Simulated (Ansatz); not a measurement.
# Ligand exchange: C3H5F + C2H9FSi2 → C3H8Si + C2H6F2Si

Gas-phase species: C3H5F (allyl fluoride) `C=CCF`, singlet; C2H9FSi2 `CC[SiH](F)[SiH3]`, singlet; C3H8Si (prop-2-enylsilane) `C=CC[SiH3]`, singlet; C2H6F2Si `CC[SiH](F)F`, singlet. The partners trade F for SiH3: C–F and Si–SiH3 bonds give way to C–SiH3 and Si–F.

Shapes, held fixed at every level: PBE0-D4/def2-TZVP. Flexible molecules stand in one conformer, not always the lowest. Programs: Ansatz 0.2.0. Electronic energies: no zero-point or thermal term.

```csv
level,kind,ΔE (kJ/mol),less CCSD(T)/CBS estimate
HF/def2-TZVPP,Hartree–Fock,-240.1,+3.3
B3LYP-D4/def2-TZVPP,global hybrid,-229.7,+13.7
wB97X-V/def2-TZVPP,range-separated hybrid,-229.4,+14.0
B2PLYP/def2-TZVPP,double hybrid,-238.2,+5.2
MP2/def2-TZVPP,perturbation theory,-256.9,-13.5
CCSD(T)/def2-TZVPP,coupled cluster or CI,-240.1,+3.3
CCSD(T)/CBS estimate,coupled cluster or CI,-243.4,0.0
```

The highest level, CCSD(T)/CBS estimate, gives ΔE = -243.4 kJ/mol; the levels span -256.9 to -229.4. The column of differences is taken from that level and isn't an error. No measured value is set beside it here. The CBS estimate extrapolates MP2 from def2-TZVPP and def2-QZVPP and adds CCSD(T) − MP2 in the triple-zeta set, cores frozen.

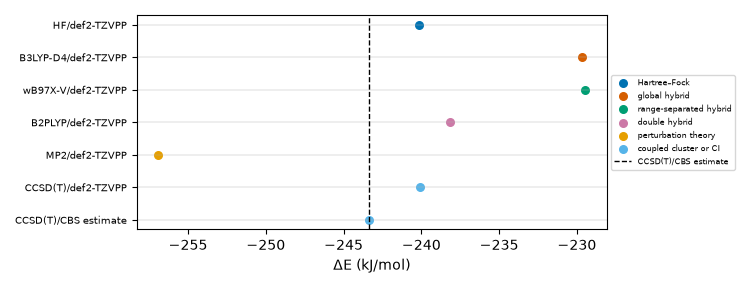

The values of the table, level by level.
